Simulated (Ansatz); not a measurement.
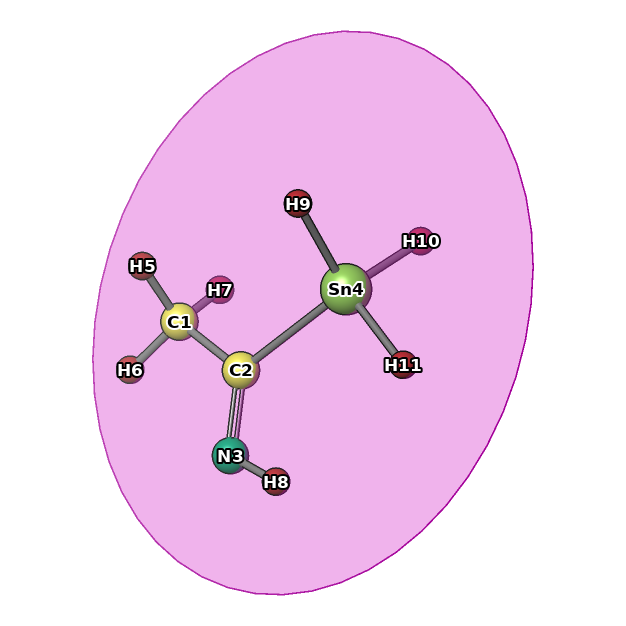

A disc through the centre of mass is drawn in. Distant atoms are faded towards the background colour. Computed geometry: PBE0-D4/def2-TZVP optimisation. No frequency run is at hand to confirm it as a minimum.

Is the plane of the disc a mirror plane of the structure?

Answer. Yes. The reflection leaves C1, C2, N3, Sn4, H6, H8, H11 in place and moves H5 ↔ H7; H9 ↔ H10. The point group is Cs.
